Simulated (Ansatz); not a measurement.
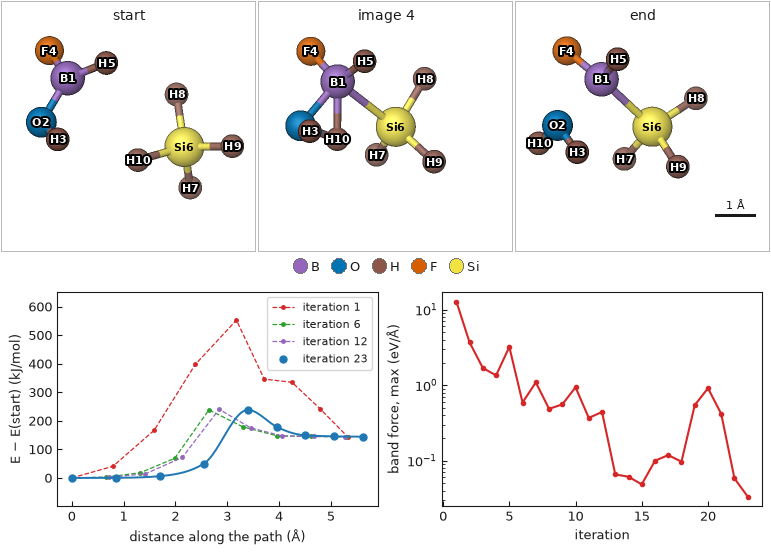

NEB run on BSiH$_{6}$OF, made up at the start of BH₂OF and SiH4. Images are numbered from 0 (start) to 8 (end). The plot follows the band through its iterations. The picture is a ball-and-stick view, seen from a free direction.

Theory: RKS PBE0/6-31G* in Ansatz. Run with 7 movable images; climbing image; force threshold 0.05 eV/Å; iteration limit 51; starting path through a guess of the saddle point.

Did the band converge, and can the barrier be trusted?

Answer. The result is final at these settings. The band converged in 23 iterations. The largest component of the band force went from 13 to 0.034 eV/Å. The climbing image converged on the top of the path. Its vibrational analysis gives one imaginary mode (1363i cm⁻¹), as a transition state must have. The first iteration put the highest image at 552.7 kJ/mol. The energy climbs by 238.3 kJ/mol to image 4 and then falls by 93.7 kJ/mol, so the end point sits at +144.6 kJ/mol.

Limits of the set-up: the start holds two separate molecules, 3.0 Å apart at their closest, whose relative position is a soft coordinate and is computed without a dispersion correction.

Cost: 7.8 min on 1 thread of Arm Neoverse V2 (shared host), peak memory 0.17 GiB.
